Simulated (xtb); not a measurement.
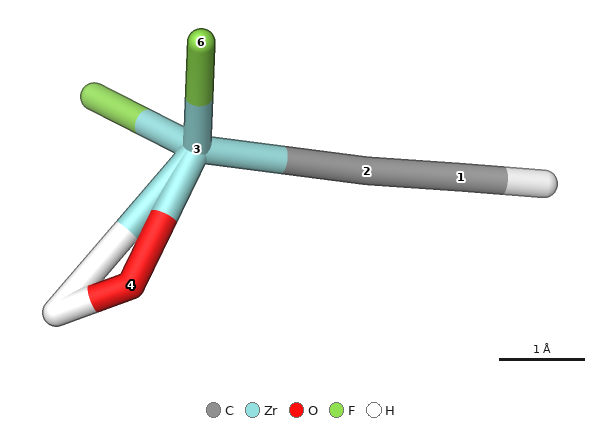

Fig. 1: The structure (stick view, seen at a tilt; atoms are numbered from 1 in the order of the input). Sticks mark near contacts. Bond lengths as drawn: C–C 1.21 Å, C–H 1.06 Å, C–Zr 2.19 Å, F–Zr 1.87 to 1.88 Å, H–O 0.97 Å, H–Zr 2.57 Å and O–Zr 1.87 Å.

# Energy and gradient calculation of C₂H₂F₂OZr

- system: C₂H₂F₂OZr
- method: GFN2-xTB (xtb 6.7.1 later snapshot)

The geometry was optimised with GFN2-xTB.

Input (mol.xyz)
```
8

C      2.21832    -1.17753    -0.64791
C      1.22486    -0.58745    -0.28738
Zr    -0.50015     0.56144     0.41813
O     -2.12370    -0.32218     0.14592
F     -0.74504     2.12740    -0.58617
F     -0.24146     1.06357     2.20324
H      3.08090    -1.70097    -0.96779
H     -2.91372     0.03572    -0.27804
```

Hardware: 1 thread of Arm Neoverse V1, 24 GiB of memory available, shared host.

Launched with:
```bash
xtb mol.xyz --chrg 0 -u 0 --acc 3 --grad | tee out.txt
```

The program's output
```
* xtb version 6.7.1
   ID    Z sym.   atoms
    1    6 C      1, 2
    2   40 Zr     3
    3    8 O      4
    4    9 F      5, 6
    5    1 H      7, 8

           -------------------------------------------------
          |                Calculation Setup                |
           -------------------------------------------------

          program call               : xtb mol.xyz --chrg 0 -u 0 --acc 3 --grad
          coordinate file            : mol.xyz
          omp threads                :                     1

           -------------------------------------------------
          |                 G F N 2 - x T B                 |
           -------------------------------------------------

      * Hamiltonian:
        H0-scaling (s, p, d)           1.850000    2.230000    2.230000
        zeta-weighting                 0.500000
      * Dispersion:
        s8                             2.700000
        a1                             0.520000
        a2                             5.000000
        s9                             5.000000
      * Repulsion:
        kExp                           1.500000    1.000000
        rExp                           1.000000
      * Coulomb:
        alpha                          2.000000
        third order                    shell-resolved
        anisotropic                    true
        a3                             3.000000
        a5                             4.000000
        cn-shift                       1.200000
        cn-exp                         4.000000
        max-rad                        5.000000

          ...................................................
          :                      SETUP                      :
          :.................................................:
          :  # basis functions                  32          :
          :  # atomic orbitals                  31          :
          :  # shells                           15          :
          :  # electrons                        34          :
          :  max. iterations                   250          :
          :  Hamiltonian                  GFN2-xTB          :
          :  restarted?                      false          :
          :  GBSA solvation                  false          :
          :  PC potential                    false          :
          :  electronic temp.          300.0000000     K    :
          :  accuracy                    3.0000000          :
          :  -> integral cutoff          0.2022879E+02      :
          :  -> integral neglect         0.3000000E-07      :
          :  -> SCF convergence          0.3000000E-05 Eh   :
          :  -> wf. convergence          0.3000000E-03 e    :
          :  Broyden damping             0.4000000          :
          :  net charge                          0          :
          :  unpaired electrons                  0          :
          ...................................................

 iter      E             dE          RMSdq      gap      omega  full diag
   1    -20.6541624 -0.206542E+02  0.128E+01    2.25       0.0  T
   2    -20.7754767 -0.121314E+00  0.638E+00    4.50       1.0  T
   3    -20.7528184  0.226583E-01  0.403E+00    3.81       1.0  T
   4    -20.7452312  0.758724E-02  0.277E+00    3.95       1.0  T
   5    -20.7862449 -0.410138E-01  0.867E-01    3.87       1.0  T
   6    -20.7868068 -0.561873E-03  0.269E-01    4.08       1.0  T
   7    -20.7868408 -0.340299E-04  0.176E-01    4.06       1.0  T
   8    -20.7868572 -0.163943E-04  0.174E-02    4.06       2.0  T
   9    -20.7868573 -0.633364E-07  0.385E-03    4.06       9.2  T
  10    -20.7868573 -0.769372E-08  0.159E-03    4.06      22.2  T
  11    -20.7868573 -0.193244E-08  0.465E-04    4.06      76.0  T

   *** convergence criteria satisfied after 11 iterations ***

         #    Occupation            Energy/Eh            Energy/eV
      -------------------------------------------------------------
         1        2.0000           -0.8480700             -23.0772
       ...           ...                  ...                  ...
        11        2.0000           -0.4917535             -13.3813
        12        2.0000           -0.4903809             -13.3439
        13        2.0000           -0.4629819             -12.5984
        14        2.0000           -0.4584887             -12.4761
        15        2.0000           -0.4341601             -11.8141
        16        2.0000           -0.4293560             -11.6834
        17        2.0000           -0.4287998             -11.6682 (HOMO)
        18                         -0.2796751              -7.6103 (LUMO)
        19                         -0.2766272              -7.5274
        20                         -0.2508312              -6.8255
        21                         -0.2346743              -6.3858
        22                         -0.2250612              -6.1242
       ...                                ...                  ...
        31                          1.2047799              32.7837
      -------------------------------------------------------------
                  HL-Gap            0.1491247 Eh            4.0579 eV
             Fermi-level           -0.3542375 Eh           -9.6393 eV

 SCC (total)                   0 d,  0 h,  0 min,  0.005 sec
 SCC setup                      ...        0 min,  0.000 sec (  1.426%)
 Dispersion                     ...        0 min,  0.000 sec (  0.681%)
 classical contributions        ...        0 min,  0.000 sec (  0.155%)
 integral evaluation            ...        0 min,  0.001 sec ( 13.758%)
 iterations                     ...        0 min,  0.003 sec ( 58.068%)
 molecular gradient             ...        0 min,  0.001 sec ( 24.057%)
 printout                       ...        0 min,  0.000 sec (  1.616%)

         :::::::::::::::::::::::::::::::::::::::::::::::::::::
         ::                     SUMMARY                     ::
         :::::::::::::::::::::::::::::::::::::::::::::::::::::
         :: total energy             -20.603592141565 Eh    ::
         :: gradient norm              0.000081153048 Eh/a0 ::
         :: HOMO-LUMO gap              4.057889500944 eV    ::
         ::.................................................::
         :: SCC energy               -20.786853170501 Eh    ::
         :: -> isotropic ES            0.096340319010 Eh    ::
         :: -> anisotropic ES         -0.005812563806 Eh    ::
         :: -> anisotropic XC          0.003983874546 Eh    ::
         :: -> dispersion             -0.003430919972 Eh    ::
         :: repulsion energy           0.183261028936 Eh    ::
         :: add. restraining           0.000000000000 Eh    ::
         :: total charge              -0.000000000000 e     ::
         :::::::::::::::::::::::::::::::::::::::::::::::::::::

           -------------------------------------------------
          |                Property Printout                |
           -------------------------------------------------

    * Orbital Energies and Occupations

         #    Occupation            Energy/Eh            Energy/eV
      -------------------------------------------------------------
         1        2.0000           -0.8480700             -23.0772
       ...           ...                  ...                  ...
         5        2.0000           -0.5675103             -15.4427
         6        2.0000           -0.5297798             -14.4160
         7        2.0000           -0.5104737             -13.8907
         8        2.0000           -0.5005512             -13.6207
         9        2.0000           -0.4977036             -13.5432
        10        2.0000           -0.4932290             -13.4214
        11        2.0000           -0.4917535             -13.3813
        12        2.0000           -0.4903809             -13.3439
        13        2.0000           -0.4629819             -12.5984
        14        2.0000           -0.4584887             -12.4761
        15        2.0000           -0.4341601             -11.8141
        16        2.0000           -0.4293560             -11.6834
        17        2.0000           -0.4287998             -11.6682 (HOMO)
        18                         -0.2796751              -7.6103 (LUMO)
        19                         -0.2766272              -7.5274
        20                         -0.2508312              -6.8255
        21                         -0.2346743              -6.3858
        22                         -0.2250612              -6.1242
        23                         -0.1578523              -4.2954
        24                         -0.1570340              -4.2731
        25                          0.0293935               0.7998
        26                          0.1401670               3.8141
        27                          0.2678493               7.2886
        28                          0.3854904              10.4897
       ...                                ...                  ...
        31                          1.2047799              32.7837
      -------------------------------------------------------------
                  HL-Gap            0.1491247 Eh            4.0579 eV
             Fermi-level           -0.3542375 Eh           -9.6393 eV

     #   Z          covCN         q      C6AA      α(0)
     1   6          1.926    -0.059    32.704     9.235
     2   6          1.787    -0.190    36.737     9.797
     3  40          2.886     1.343    96.831    23.678
     4   8          1.507    -0.627    25.951     6.870
     5   9          0.641    -0.441    14.083     4.429
     6   9          0.641    -0.441    14.081     4.428
     7   1          0.927     0.089     1.884     2.146
     8   1          0.883     0.326     0.639     1.251

 Mol. C6AA /au·bohr⁶  :       1239.749717
 Mol. C8AA /au·bohr⁸  :      58767.403144
 Mol. α(0) /au        :         61.833920

Wiberg/Mayer (AO) data.
largest (>0.10) Wiberg bond orders for each atom

 ---------------------------------------------------------------------------
     #   Z sym  total        # sym  WBO       # sym  WBO       # sym  WBO
 ---------------------------------------------------------------------------
     1   6      3.976 --     2      2.890     7      0.947     3      0.118
     2   6      3.904 --     1      2.890     3      0.898
     3  40      3.902 --     4      1.055     2      0.898     5      0.875
                             6      0.874     1      0.118
     4   8      2.009 --     3      1.055     8      0.838
     5   9      0.974 --     3      0.875
     6   9      0.973 --     3      0.874
     7   1      0.990 --     1      0.947
     8   1      0.894 --     4      0.838
 ---------------------------------------------------------------------------

Topologies differ in total number of bonds
Writing topology from bond orders to xtbtopo.mol

molecular dipole:
                 x           y           z       tot (Debye)
 q only:        0.108      -0.776      -0.618
   full:       -0.217      -0.488      -0.457       1.787
molecular quadrupole (traceless):
                xx          xy          yy          xz          yz          zz
 q only:        8.182      -1.097      -4.153       0.562      -0.385      -4.029
  q+dip:       12.043      -5.127      -5.401      -1.424       1.483      -6.642
   full:        9.999      -2.159      -4.788       0.152       0.120      -5.211

           -------------------------------------------------
          | TOTAL ENERGY              -20.603592141565 Eh   |
          | GRADIENT NORM               0.000081153048 Eh/α |
          | HOMO-LUMO GAP               4.057889500944 eV   |
           -------------------------------------------------

------------------------------------------------------------------------
------------------------------------------------------------------------
 total:
 *  cpu-time:     0 d,  0 h,  0 min,  0.013 sec
 * ratio c/w:     1.000 speedup
 SCF:
 *  cpu-time:     0 d,  0 h,  0 min,  0.005 sec
 * ratio c/w:     1.000 speedup
```

Standard error
```
normal termination of xtb
```

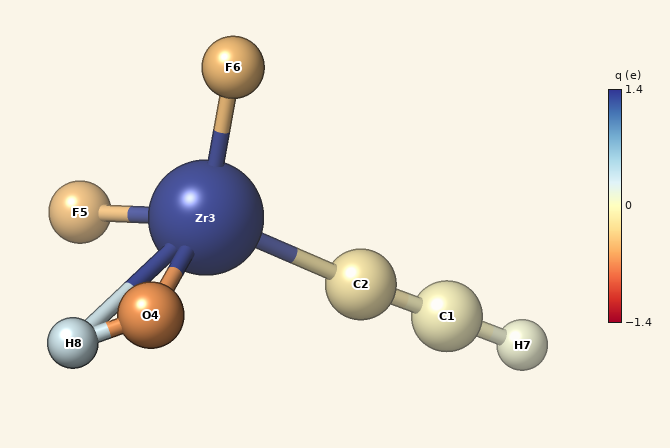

Fig. 2: Mulliken charges, as the colour of each atom (ball-and-stick view, seen at a tilt; atoms are numbered from 1 in the order of the input). By element: C −0.19 to −0.06, Zr +1.34, O −0.63, F −0.44 and H +0.09 to +0.33 e.

Summary

- outcome: converged
- electrons treated: 34
- total energy: −20.603592 hartree
- dispersion energy: −0.003431 hartree
- basis functions: 32
- largest force: 0.002 eV/Å
- HOMO: −11.67 eV
- LUMO: −7.61 eV
- dipole moment: 1.79 D
- peak memory: 0.073 GiB

Notes

Settings chosen away from the usual ones: method = gfn2-xtb; task = gradient; x = {"accuracy": 3}; geo = {"prev": "A"}.
